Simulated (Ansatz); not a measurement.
# Pressure series in WSi2

Consider WSi2 (space group I4/mmm, No. 139; a = 3.2123 Å, c = 7.8058 Å).

Cell and atoms are relaxed at each pressure.

Computed with plane-wave PAW DFT at the r2SCAN level (Ansatz, a first-principles code, 500 eV), no spin-orbit coupling, earlier PAW set.

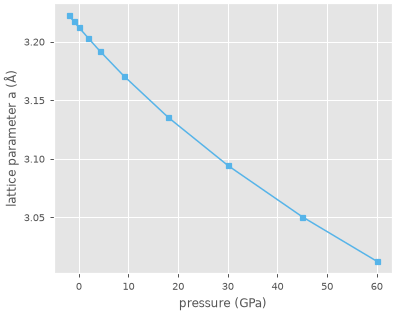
Figure. Lattice parameter a against pressure

From the plot, what is the lattice parameter a for pressure 45 GPa?

About 3.05 Å.

Is the trend monotonic over the range shown?

Yes, it falls throughout, spanning 3.013 Å to 3.222 Å.

Load acts through the strain it causes; cell and atoms are relaxed under it. Stability against distortions was not tested. Competing high-pressure phases were not computed. All final runs are without spin polarisation.
